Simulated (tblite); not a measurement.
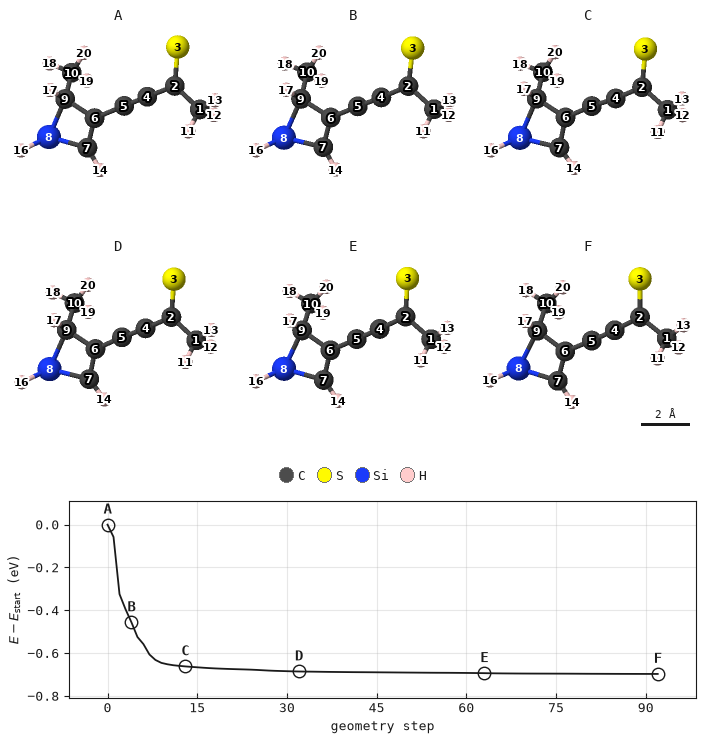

Frames of a relaxation of C₈H₁₀SSi, marked on the history of the run. A ball-and-stick model, seen at a tilt.

Level of theory: GFN2-xTB geometry optimisation, gas phase (tblite). 

Describe the path.

An H atom moves most after the best rigid fit: 0.42 Å. Largest moves by element: H 0.42 Å, S 0.34 Å, C 0.25 Å, Si 0.02 Å. Among the contacts that change: C–C 1.557 → 1.390 Å, C–Si 1.888 → 1.939 Å, C–C 1.435 → 1.390 Å, C–Si 1.853 → 1.888 Å. Bond angles that change, for instance: Si–C–H 132.5° → 139.2°, C–C–H 131.9° → 126.4°, H–Si–H 116.9° → 112.6°. After 92 geometry steps the energy has fallen by 0.697 eV. Cost: 1.6 s on 1 thread of Intel(R) Xeon(R) Processor @ 2.70GHz, on a shared host. From step 0 to 4: a C atom moves most (0.07 Å), energy −0.456 eV. From step 4 to 13: an H atom moves most (0.20 Å), energy −0.206 eV. From step 13 to 32: an H atom moves most (0.17 Å), energy −0.024 eV. From step 32 to 63: an H atom moves most (0.17 Å), energy −0.008 eV. From step 63 to 92: an H atom moves most (0.15 Å), energy −0.004 eV.

| step | E − E(0), eV |
| --- | --- |
| 0 | 0.0000 |
| 1 | -0.0576 |
| 2 | -0.3243 |
| 3 | -0.3945 |
| 4 | -0.4562 |
| 5 | -0.5245 |
| 6 | -0.5577 |
| 7 | -0.6060 |
| 8 | -0.6315 |
| 9 | -0.6454 |
| 10 | -0.6518 |
| 14 | -0.6640 |
| 19 | -0.6724 |
| 23 | -0.6761 |
| 27 | -0.6813 |
| 32 | -0.6856 |
| 36 | -0.6871 |
| 40 | -0.6883 |
| 45 | -0.6894 |
| 49 | -0.6903 |
| 53 | -0.6911 |
| 57 | -0.6917 |
| 62 | -0.6930 |
| 66 | -0.6945 |
| 70 | -0.6952 |
| 75 | -0.6956 |
| 79 | -0.6960 |
| 83 | -0.6964 |
| 88 | -0.6968 |
| 92 | -0.6970 |
